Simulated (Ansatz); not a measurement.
Input file:

```
crystal:
  periodic: [false, false, false]
  atoms:
    - {symbol: C, position_ang: [0.309501, 1.087786, 0.398844]}
    - {symbol: O, position_ang: [-0.129951, 0.044521, 0.038535]}
    - {symbol: Si, position_ang: [0.958506, 2.580983, 1.099530]}
    - {symbol: H, position_ang: [1.008328, 3.118513, -0.345865]}
basis:
  gaussian: {orbitals: def2-TZVPD}
total_charge: -1
magnetization: {spin_polarized: false}
hamiltonian: {xc: {name: PBE0}}
output: {forces: true, orbitals: {seedname: orbitals}}
```

Run with:

```sh
ansatz run input.yaml --threads 1 --pin off --max-ram 2610MiB --events-out events.jsonl --progress --plain --runs-dir runs
```

Geometry: PBE0-D3(BJ)/def2-SVPD; the highest occupied orbital lies above zero, a sign that basis and functional describe the outermost electron poorly.

These are results of Ansatz, isolated molecule in a Gaussian basis; Kohn-Sham density functional theory, functional PBE0, not measurements.

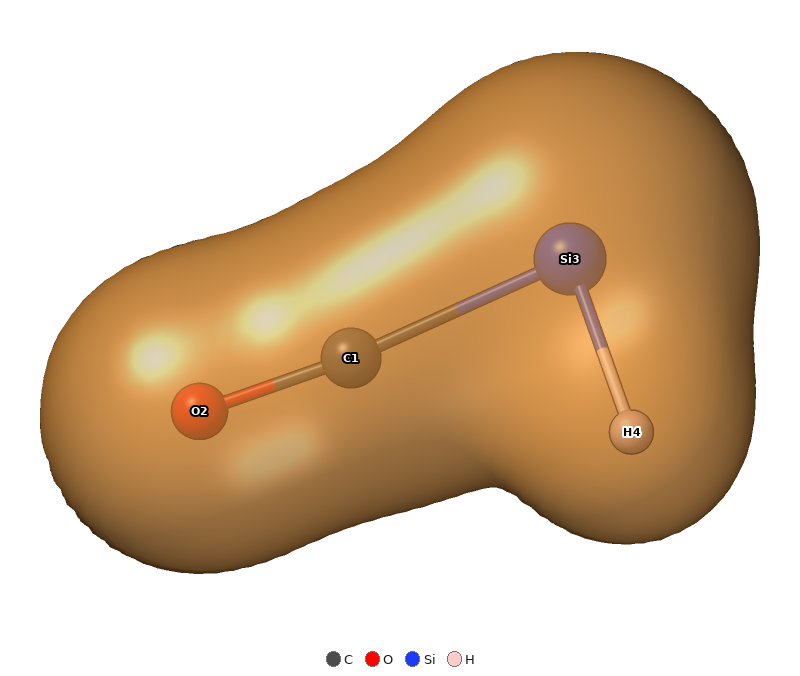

CHOSi (SMILES [O-]C#[SiH]) (charge −1). Isosurface of the total electron density at 0.1 e/Å³ (orange), seen at a tilt.

How is the density connected at this value?

At this value the surface is in one piece. It bridges the sampled C–O (1.19 Å), C–Si (1.77 Å) and Si–H (1.54 Å) contacts, where the density stays above the isovalue. On the grid the lowest density along these lines, outside the cores, is 3 e/Å³ (C–O, 1.19 Å), 0.78 e/Å³ (C–Si, 1.77 Å) and 0.66 e/Å³ (Si–H, 1.54 Å).
